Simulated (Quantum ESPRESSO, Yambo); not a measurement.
# BAs (F-43m): Bethe-Salpeter spectra with Yambo, part 2 of 4

How far does the k mesh set the exciton binding of BAs (F-43m)?

Quantum ESPRESSO 7.5 and Yambo 5.3.0; PBE and many-body steps on it, plane waves. Known limits of the many-body steps: not at the basis limit; no spin-orbit coupling; coarse k mesh; bindings not settled in the k mesh.

So far. Step 4 (Screening and self-energy, 4×4×4 mesh, 74 bands …): The gap on the mesh goes from 1.45 eV to 1.92 eV, a correction of +0.47 eV. Step 5 (Empty states on the mesh, 4×4×4 mesh, 21 bands): On this mesh the gap is 1.451 eV.

## (7) Excitons

Light makes an electron and a hole together. The Bethe-Salpeter equation adds their screened attraction and their exchange, in a window of bands around the gap.

This step: Bethe-Salpeter equation on PBE with a scissors shift, plane waves, norm-conserving pseudopotentials.

bse3.in

```
optics
bss
bse
em1s
dipoles
rim_cut
RandQpts= 1000000
RandGvec= 1 RL
Chimod= "HARTREE"
BSKmod= "SEX"
BSEmod= "resonant"
BSSmod= "d"
BSENGexx= 20 Ry
BSENGBlk= 4 Ry
% BSEQptR
 1 | 1 |
%
% BSEBands
 11 | 17 |
%
% BEnRange
 0 | 6 | eV
%
% BDmRange
 0.1 | 0.1 | eV
%
BEnSteps= 121
% BLongDir
 1 | 0 | 0 |
%
% BndsRnXs
 10 | 21 |
%
NGsBlkXs= 4 Ry
% LongDrXs
 1 | 1 | 1 |
%
% KfnQP_E
 0.82 | 1.0 | 1.0 |
%
WRbsWF
FFTGvecs= 45 Ry
```

The run is started by

```sh
> OMP_NUM_THREADS=1 mpirun -n 4 yambo -F bse3.in -J bse3 -C bse3 > bse3.log
```

Log:

```text
 Yambo, version 5.3.0

 [02] CORE Variables Setup
 =========================

  [... cell, symmetries and grids as in the set-up ...]

  [02.05] Energies & Occupations
  ==============================

  [X] === General ===
  [X] Electronic Temperature                        :  0.000000  0.000000 [eV K]
  [X] Bosonic    Temperature                        :  0.000000  0.000000 [eV K]
  [X] Finite Temperature mode                       : no
  [X] El. density                                   :  0.95404E+24 [cm-3]
  [X] Fermi Level                                   :  12.16516 [eV]

  [X] === Gaps and Widths ===
  [X] Conduction Band Min                           :  1.450679 [eV]
  [X] Valence Band Max                              :  0.000000 [eV]
  [X] Filled Bands                                  :  13
  [X] Empty Bands                                   :  14  21
  [X] Direct Gap                                    :  3.288870 [eV]
  [X] Direct Gap localized at k                     :  1
  [X] Indirect Gap                                  :  1.450679 [eV]
  [X] Indirect Gap between kpts                     :   1   7
  [X] Last valence band width                       :  5.185475 [eV]
  [X] 1st conduction band width                     :  3.822368 [eV]

 [03] Transferred momenta grid and indexing
 ==========================================

 [BZ sampling] Q-grid is User defined and/or read from the database

 IBZ Q-points                                      :   8
 BZ  Q-points                                      :   64

 K/Q-points units:
 rlu = crystal or reduced units; cc = cartesian coordinates; iku = interal k-units

 Q [1]          [rlu]:  0.000000  0.000000  0.000000
 Q [2]          [rlu]:  0.31652E-17  0.31652E-17  0.25000
 Q [3]          [rlu]: -0.63303E-17 -0.63303E-17 -0.50000
 Q [4]          [rlu]: -0.18488E-16  0.25000      0.25000
 Q [5]          [rlu]: -0.34720E-18  0.25000      0.50000
 Q [6]          [rlu]: -0.63303E-17  0.25000     -0.25000
 Q [7]          [rlu]:  0.36976E-16 -0.50000     -0.50000
 Q [8]          [rlu]:  0.250000 -0.500000 -0.250000

  [03.01] X + BSE indexes
  =======================

   [03.01.01] Sigma indexes
   ========================

 [04] Coloumb potential Random Integration (RIM)
 ===============================================

  [04.01] RIM initialization
  ==========================

  * Diagonal components only detected *

  8 x (sBL volume)        :  0.168596 [a.u.]
  sBZ random points       :  1000000
  Points outside the sBZ  :   7996195
  RL volume               :  1.348768 [a.u.]
  Integrated volume       :  1.349410 [a.u.]

  [04.02] RIM integrals
  =====================

  Gamma point sphere radius             :  0.100207 [a.u.]
  Points outside the sphere             :   799659
  [Int_sBZ(q=0) 1/q^2]*(Vol_sBZ)^(-1/3) =:  7.764404
                                 should be <:  7.795600

  Summary of Coulomb integrals for non-metallic bands |Q|[au] RIM/Bare

  Q [1] 0.100000E-4 0.995998 * Q [2] 0.301388 1.064955
  Q [4] 0.348013 1.063169 * Q [6] 0.492165 1.026119
  Q [5] 0.577115 1.019126 * Q [3] 0.602777 1.017184
  Q [7] 0.696026 1.014132 * Q [8] 0.778181 1.011034

 [05] External/Internal QP corrections
 =====================================

 [QP_apply] Action to be applied: USER defined scissor

  [05.01]  QP corrections report
  ==============================

  [K+QP] === General ===
  [K+QP] Electronic Temperature                     :  0.000000  0.000000 [eV K]
  [K+QP] Bosonic    Temperature                     :  0.000000  0.000000 [eV K]
  [K+QP] Finite Temperature mode                    : no
  [K+QP] El. density                                :  0.95404E+24 [cm-3]
  [K+QP] Fermi Level                                :  0.000000 [eV]

  [K+QP] === Gaps and Widths ===
  [K+QP] Conduction Band Min                        :  2.270679 [eV]
  [K+QP] Valence Band Max                           :  0.000000 [eV]
  [K+QP] Filled Bands                               :  13
[...]
io_Double_Grid :      0.0001s P4 ( 2 calls,   0.043 msec avg) [MAX]      0.0001s P3 ( 2 calls,   0.037 msec avg) [min]
                         IO_and_Messaging_switch :      0.0002s P1 (85 calls,   0.002 msec avg) [MAX]      0.0001s P3 (83 calls,   0.002 msec avg) [min]
                                    scatter_Gamp :      0.0002s P1 ( 8 calls,   0.020 msec avg) [MAX]      0.0001s P4 ( 8 calls,   0.017 msec avg) [min]
                                       X (REDUX) :      0.0022s P2 ( 8 calls,   0.277 msec avg) [MAX]      0.0002s P1 ( 8 calls,   0.019 msec avg) [min]
                          BSE components folding :      0.0002s P1 [MAX]      0.0002s P2 [min]
                                      Xo (REDUX) :      0.0194s P4 ( 8 calls,   2.422 msec avg) [MAX]      0.0004s P1 ( 8 calls,   0.056 msec avg) [min]
                                    PP_uspp_init :      0.0006s P1 (25 calls,   0.026 msec avg) [MAX]      0.0006s P3 (24 calls,   0.023 msec avg) [min]
                              BSE matrix filling :      0.0008s P4 [MAX]      0.0007s P2 [min]
                                  eval_G_minus_G :      0.0007s P1 [MAX]      0.0007s P2 [min]
                                   X (procedure) :      0.0034s P1 ( 8 calls,   0.423 msec avg) [MAX]      0.0013s P3 ( 8 calls,   0.162 msec avg) [min]
                               SERIAL_lin_system :      0.0014s P1 ( 8 calls,   0.181 msec avg)
                                     BSE dipoles :      0.0047s P4 [MAX]      0.0047s P1 [min]
                                        io_QINDX :      0.0092s P1 ( 5 calls,   1.850 msec avg) [MAX]      0.0048s P2 ( 3 calls,   1.607 msec avg) [min]
                              BSE matrix (REDUX) :      0.0069s P2 [MAX]      0.0067s P4 [min]
                                     K_WF_phases :      0.0433s P1 [MAX]      0.0071s P3 [min]
                                           io_BS :      0.0086s P3 (43 calls,   0.199 msec avg) [MAX]      0.0084s P1 (47 calls,   0.178 msec avg) [min]
                                            io_X :      0.0319s P1 (25 calls,   1.274 msec avg) [MAX]      0.0084s P3 (25 calls,   0.337 msec avg) [min]
                                     io_KB_pwscf :      0.0088s P1 (10 calls,   0.878 msec avg) [MAX]      0.0086s P4 (10 calls,   0.861 msec avg) [min]
                                 bz_samp_indexes :      0.0093s P3 [MAX]      0.0093s P1 [min]
                                      T_space IP :      0.0102s P4 [MAX]      0.0101s P1 [min]
                                      io_DIPOLES :      0.0220s P1 (25 calls,   0.881 msec avg) [MAX]      0.0117s P3 (17 calls,   0.687 msec avg) [min]
                                         io_GROT :      0.0145s P1 ( 2 calls,   7.272 msec avg) [MAX]      0.0126s P2 ( 2 calls,   6.312 msec avg) [min]
                                     io_fragment :      0.0331s P1 (84 calls,   0.395 msec avg) [MAX]      0.0254s P3 (66 calls,   0.385 msec avg) [min]
                                       FFT_setup :      0.0277s P1 (25 calls,   1.106 msec avg) [MAX]      0.0258s P4 (24 calls,   1.073 msec avg) [min]
                                     WF_load_FFT :      0.0290s P1 (25 calls,   1.160 msec avg) [MAX]      0.0270s P3 (24 calls,   1.125 msec avg) [min]
                                           io_WF :      0.0436s P1 (90 calls,   0.484 msec avg) [MAX]      0.0411s P3 (86 calls,   0.478 msec avg) [min]
                                T_space EXX Osc. :      0.0543s P1 (15 calls,   3.623 msec avg) [MAX]      0.0506s P3 (14 calls,   3.613 msec avg) [min]
                                  DIPOLE_g_space :      0.0516s P1 [MAX]      0.0514s P2 [min]
                                  Xo (procedure) :      0.0915s P3 ( 8 calls,  11.441 msec avg) [MAX]      0.0898s P4 ( 8 calls,  11.220 msec avg) [min]
                               T_space CORR Osc. :      0.1787s P2 (36 calls,   4.965 msec avg) [MAX]      0.1636s P1 (36 calls,   4.545 msec avg) [min]
                            X T_space Kernel sum :      0.4115s P3 (64 calls,   6.429 msec avg) [MAX]      0.2684s P1 (72 calls,   3.727 msec avg) [min]
                                             RIM :      0.4734s P4 [MAX]      0.4725s P1 [min]
                                X T_space Kernel :      0.6571s P3 [MAX]      0.5477s P1 [min]
                                         Dipoles :      1.0677s P1 [MAX]      1.0677s P2 [min]
                SERIAL_HERMITIAN_diagonalization :      1.0939s P3 [MAX]      1.0885s P4 [min]
                                  LINEAR ALGEBRA :      1.0939s P3 [MAX]      1.0885s P4 [min]
                                    Diago Solver :      1.1240s P1 [MAX]      1.1135s P3 [min]

 [11] Game Over & Game summary
```

Wall time 4.2 s (4 MPI ranks of Arm Neoverse V2, shared host); peak memory 1.1 GiB.

Numbers from this step:

```yaml
transitions_in_the_window: 768
direct_gap_of_the_transition_levels: 4.109 eV
lowest_state: 3.888 eV
first_strong_exciton_over_a_fiftieth_of_the_strongest_listed: 3.898 eV
binding_of_the_lowest_state_below_the_direct_gap: 0.2207 eV
coulomb_term_of_one_mesh_cell: 0.2364 eV
```

The binding is 0.93 times the screened Coulomb term of one mesh cell (0.24 eV), so it is not shown settled.

The lowest state lies at 3.888 eV, 0.221 eV under the direct gap.

Lines within 3 meV are set at the lowest of them, and the highest group, which the list may cut short, is left out; lines within 3 meV are set at the lowest of them, and the highest group, which the list may cut short, is left out. Lines of the exciton spectrum (strongest = 100):

| position (eV) | lines merged | strength, relative |
| --- | --- | --- |
| 3.888 | 3 | 0.9 |
| 3.898 | 3 | 30 |
| 3.926 | 2 | 0.2 |
| 3.959 | 1 | 0.0 |
| 4.726 | 3 | 100 |
| 4.789 | 3 | 0.0 |
| 4.827 | 2 | 0.0 |
| 4.847 | 3 | 0.3 |

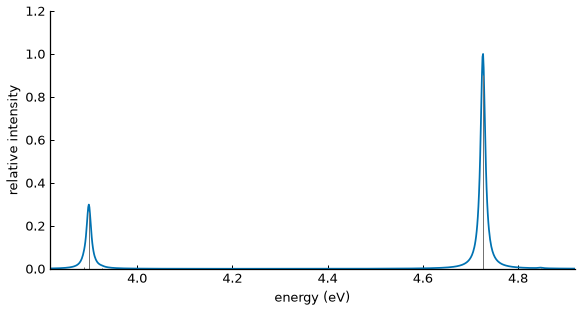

The exciton spectrum, broadened with Lorentzians of width 0.012 eV; bars mark the lines.

The ε₂ has structure finer than the step of the table below, so its rows give means over 0.5 eV, whole bins alone (the curve runs from 0 to 6 eV). Peaks (eV: height): BSE 3.90: 46.3, 4.75: 140, 5.95: 104; no electron-hole interaction 4.10: 26.2, 5.05: 68.2.

Field along x; broadening 0.1 eV; transition window only. Limits: finite bands, cutoff and mesh; no spin-orbit coupling; coarse k mesh; exciton not shown settled in the k mesh. The ε₂ by photon energy; means over each step:

| photon energy (eV) | BSE | no electron-hole interaction |
| --- | --- | --- |
| 0.5 | 0.174 | 0.129 |
| 1.0 | 0.224 | 0.159 |
| 1.5 | 0.299 | 0.204 |
| 2.0 | 0.425 | 0.272 |
| 2.5 | 0.666 | 0.388 |
| 3.0 | 1.27 | 0.627 |
| 3.5 | 5.18 | 1.44 |
| 4.0 | 23.4 | 12.5 |
| 4.5 | 48.3 | 6.25 |
| 5.0 | 46.2 | 42.4 |
| 5.5 | 13.1 | 24.5 |

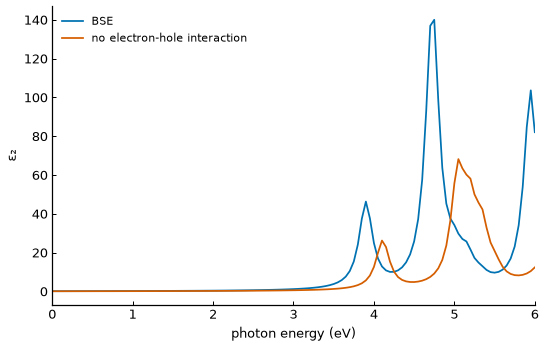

ε₂, plotted against photon energy.

## (8) Triplet (no exchange term)

bse4.in, as its differences from bse3.in of step 7:

```diff
@@ -12,3 +12,3 @@
 BSSmod= "d"
-BSENGexx= 20 Ry
+BSENGexx= 1 RL
 BSENGBlk= 4 Ry
```

The run is started by

```sh
> OMP_NUM_THREADS=1 mpirun -n 4 yambo -F bse4.in -J bse4,bse3_W -C bse4 > bse4.log
```

Log:

```text
 Yambo, version 5.3.0

 [02] CORE Variables Setup
 =========================

  [... cell, symmetries and grids as in the set-up ...]

  [02.05] Energies & Occupations
  ==============================

  [X] === General ===
  [X] Electronic Temperature                        :  0.000000  0.000000 [eV K]
  [X] Bosonic    Temperature                        :  0.000000  0.000000 [eV K]
  [X] Finite Temperature mode                       : no
  [X] El. density                                   :  0.95404E+24 [cm-3]
  [X] Fermi Level                                   :  12.16516 [eV]

  [X] === Gaps and Widths ===
  [X] Conduction Band Min                           :  1.450679 [eV]
  [X] Valence Band Max                              :  0.000000 [eV]
  [X] Filled Bands                                  :  13
  [X] Empty Bands                                   :  14  21
  [X] Direct Gap                                    :  3.288870 [eV]
  [X] Direct Gap localized at k                     :  1
  [X] Indirect Gap                                  :  1.450679 [eV]
  [X] Indirect Gap between kpts                     :   1   7
  [X] Last valence band width                       :  5.185475 [eV]
  [X] 1st conduction band width                     :  3.822368 [eV]

 [03] Transferred momenta grid and indexing
 ==========================================

 IBZ Q-points                                      :   8
 BZ  Q-points                                      :   64

 K/Q-points units:
 rlu = crystal or reduced units; cc = cartesian coordinates; iku = interal k-units

 Q [1]          [rlu]:  0.000000  0.000000  0.000000
 Q [2]          [rlu]:  0.31652E-17  0.31652E-17  0.25000
 Q [3]          [rlu]: -0.63303E-17 -0.63303E-17 -0.50000
[...]
K_WF_phases :      0.0096s P4 [MAX]      0.0071s P2 [min]
                            io_DIPOLES :      0.0074s P1 ( 7 calls,   1.056 msec avg) [MAX]      0.0073s P3 ( 7 calls,   1.039 msec avg) [min]
                                 io_BS :      0.0088s P3 (43 calls,   0.205 msec avg) [MAX]      0.0084s P4 (43 calls,   0.196 msec avg) [min]
                            T_space IP :      0.0102s P4 [MAX]      0.0101s P3 [min]
                               io_GROT :      0.0137s P3 ( 2 calls,   6.858 msec avg) [MAX]      0.0126s P4 ( 2 calls,   6.279 msec avg) [min]
                           WF_load_FFT :      0.0167s P2 (16 calls,   1.046 msec avg) [MAX]      0.0153s P3 (15 calls,   1.019 msec avg) [min]
                           io_fragment :      0.0182s P2 (45 calls,   0.405 msec avg) [MAX]      0.0175s P3 (43 calls,   0.407 msec avg) [min]
                             FFT_setup :      0.0242s P2 (17 calls,   1.424 msec avg) [MAX]      0.0226s P4 (16 calls,   1.411 msec avg) [min]
                                 io_WF :      0.0255s P1 (56 calls,   0.456 msec avg) [MAX]      0.0235s P3 (52 calls,   0.452 msec avg) [min]
                                  io_X :      0.0249s P3 (24 calls,   1.039 msec avg) [MAX]      0.0247s P2 (24 calls,   1.029 msec avg) [min]
                      T_space EXX Osc. :      0.0514s P2 (15 calls,   3.426 msec avg) [MAX]      0.0476s P4 (14 calls,   3.400 msec avg) [min]
                     T_space CORR Osc. :      0.1796s P2 (36 calls,   4.990 msec avg) [MAX]      0.1633s P1 (36 calls,   4.535 msec avg) [min]
                  X T_space Kernel sum :      0.2951s P3 (64 calls,   4.611 msec avg) [MAX]      0.1923s P1 (72 calls,   2.671 msec avg) [min]
                      X T_space Kernel :      0.5403s P3 [MAX]      0.4330s P1 [min]
      SERIAL_HERMITIAN_diagonalization :      1.1059s P3 [MAX]      1.0957s P4 [min]
                        LINEAR ALGEBRA :      1.1059s P3 [MAX]      1.0957s P4 [min]
                          Diago Solver :      1.1392s P1 [MAX]      1.1287s P3 [min]

 [11] Game Over & Game summary
[key lines of the parts left out:]
Dipoles :      0.0023s P1 [MAX]      0.0023s P3 [min]
```

The job ended after 2.4 s (4 MPI ranks; peak memory 1.1 GiB).

The lowest triplet lies at 3.866 eV; without spin-orbit coupling triplets are dark, so no spectrum is read.

## (9) Empty states on the mesh, 6×6×6 mesh, 21 bands

This step: Quantum ESPRESSO 7.5; DFT, PBE, plane waves, norm-conserving pseudopotentials.

pw.in

```
&control
  calculation = 'nscf'
  prefix = 'x'
  outdir = 'o'
  pseudo_dir = 'pseudo'
/
&system
  ibrav = 0
  nat = 2
  ntyp = 2
  ecutwfc = 100.0
  nbnd = 21
  force_symmorphic = .true.
/
&electrons
  conv_thr = 1e-9
  electron_maxstep = 80
  diago_full_acc = .true.
  diago_thr_init = 5e-6
/
ATOMIC_SPECIES
  B 10.81 B.upf
  As 74.922 As.upf
CELL_PARAMETERS angstrom
  -0.0000000000 2.3885000000 2.3885000000
  2.3885000000 -0.0000000000 2.3885000000
  2.3885000000 2.3885000000 -0.0000000000
ATOMIC_POSITIONS crystal
  B 0.0000000000 0.0000000000 0.0000000000
  As 0.2500000000 0.2500000000 0.2500000000
K_POINTS automatic
  6 6 6 0 0 0
```

The run is started by

```sh
> OMP_NUM_THREADS=1 mpirun -n 4 pw.x -nk 4 -in pw.in > pw.out
```

Log:

```text
[banner, memory and clock lines left out]
Program PWSCF v.7.5 starts

     Atomic positions and unit cell read from directory:
     o/x.save/

     Message from routine setup:
     using ibrav=0 with symmetry is DISCOURAGED, use correct ibrav instead

     G-vector sticks info

     bravais-lattice index     =            0
     lattice parameter (alat)  =       6.3832  a.u.
     unit-cell volume          =     183.9087 (a.u.)^3
     number of atoms/cell      =            2
     number of atomic types    =            2
     number of electrons       =        26.00
[...]
-173.2770-116.6589-116.6589-116.6589 -23.6909 -23.6898 -23.6898 -23.6718
   -23.6718  -2.7802   9.2121  11.4849  11.4849  15.4756  16.3417  16.3417
    18.8216  23.1850  23.5890  23.5890  25.8699

          k = 0.2357 0.2357-0.2357 (  3100 PWs)   bands (ev):

  -173.2770-116.6590-116.6589-116.6589 -23.6893 -23.6870 -23.6870 -23.6704
   -23.6704  -1.5150   5.4341  10.6515  10.6515  15.0379  17.0142  17.0142
    20.8688  23.6827  24.3181  24.3181  28.3515

          k =-0.3536-0.3536 0.3536 (  3100 PWs)   bands (ev):

     [... further k-points ...]

     highest occupied, lowest unoccupied level (ev):    12.1652   13.4570

     XML data file, pseudopotentials, collected wavefunctions
```

Elapsed: 1.7 s, on 4 MPI ranks; peak memory 0.05 GiB; 6.7 s of CPU time.

This step gave:

```yaml
gap: 1.292 eV
k_of_the_valence_top: 0, 0, 0
k_of_the_conduction_bottom: 0, 0.3333, 0.3333
least_direct_gap: 3.289 eV
k_points_computed: 16
lowest_point_of_the_top_converged_band_above_the_valence_top: 13.70 eV
```

On this mesh the gap is 1.292 eV.

## (10) Conversion and set-up

This step: Yambo 5.3.0; conversion and set-up on PBE, plane waves, norm-conserving pseudopotentials.

The run is started by

```sh
> (cd o/x.save; p2y > p2y.log; mv SAVE ../..); yambo > setup.log
```

Log:

```text
 Yambo, version 5.3.0

 [02] CORE Variables Setup
 =========================

  [02.01] Unit cells
  ==================

  Cell kind             :  FCC
  Atoms in the cell     :  B  As
  number of B  atoms    :  1
  number of As atoms    :  1

  List of atomic masses
  Mass of B     :  10.81000
  Mass of As    :  74.92200

  List of atomic coordinates    : [cc]
  B1       :  0.000000  0.000000  0.000000  order 1
  As1       :  2.256805  2.256805  2.256805  order 2

  Alat factors          :  4.513611  4.513611  4.513611 [a.u.]
  Direct lattice volume :  183.9087 [a.u.]
[...]
Q [ 1]         [rlu]:  0.000000  0.000000  0.000000
 Q [ 2]         [rlu]: -0.44040E-17 -0.44040E-17  0.16667
 Q [ 3]         [rlu]: -0.88081E-17 -0.88081E-17  0.33333
[...]
Q [ 8]         [rlu]: -0.63303E-17  0.16667     -0.33333
 Q [ 9]         [rlu]:  0.28747E-16  0.16667     -0.16667
 Q [10]         [rlu]: -0.18005E-16  0.33333      0.33333
     [... 4 further rows ...]
 Q [15]         [rlu]:  0.166667  0.333333 -0.333333
 Q [16]         [rlu]:  0.166667 -0.500000 -0.333333

  [03.01] X indexes
  =================

   [03.01.01] Sigma indexes
   ========================

 [06] Game Over & Game summary
```

Wall time 2.2 s (1 MPI rank); peak memory 0.24 GiB.

(Continued in part 3 of 4.)

[Paths, hosts, dates, memory and timing lines, banners, echoed tables and standing remarks are left out of the program output.]

[Logs are printed without paths, hosts, clocks, repeated set-up lines and the standing remarks that a program may print on its own settings, such as how far it seeks lower states.]

[Runs of the session that timed out or met a known fault of the program may be left out.]

[Hosts, paths, dates, database ids (printed as entryN), source tags and the programs' standing remarks are cut or masked in the printed files.]
